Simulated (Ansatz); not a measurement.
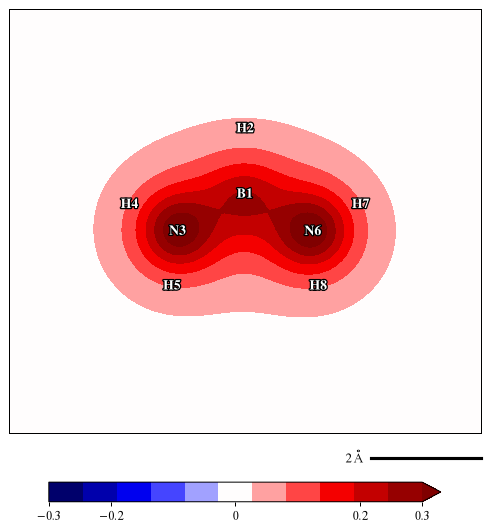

BH₅N₂. The HOMO−1 on a plane 0.8 Å above the molecular plane (values in Å⁻³ᐟ²; the overall sign is arbitrary).

Theory: Ansatz, RKS r2SCANh/def2-mTZVP.

```xyz
8

B    -0.0016   -0.2546   -0.1502
H    -0.0063   -0.8725    0.8749
N     1.2372    0.0591   -0.7472
H     2.1128   -0.2114   -0.3362
H     1.3420    0.5913   -1.5959
N    -1.2358    0.1304   -0.7139
H    -2.1140   -0.0897   -0.2790
H    -1.3341    0.6474   -1.5726
```

Describe this orbital and give its energy.

By Hirshfeld shares it lies mainly on N3 (about 35 %), N6 (about 35 %) and B1 (about 25 %); it changes sign across the molecular plane (π type); π-bonding across B1–N3 and B1–N6. Its energy is −8.10 eV.
